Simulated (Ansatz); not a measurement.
Where the default PAW files enter, the runs use the earlier of Ansatz's two default sets.

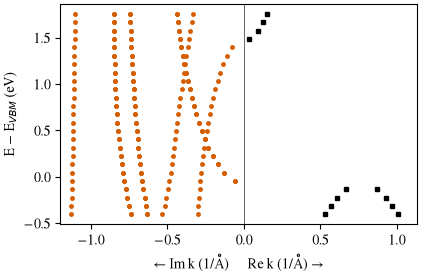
Figure: Complex bands at the centre of the two-dimensional zone; Ansatz (a program for electronic structure) with r2SCAN

No gap correction and no spin-orbit coupling; mid-gap values are interpolated between computed energies.

Question: This is AgCl (Fm-3m, rock salt, 2 atoms a cell, 21.3 Å³ an atom) along the normal of (110). Read off the slowest decay at the centre of the two-dimensional zone at 0.77 eV, the computed energy nearest the middle of the gap.

Answer: κ ≈ 0.21 1/Å, a decay length 1/(2κ) of the density of 2.3 Å.
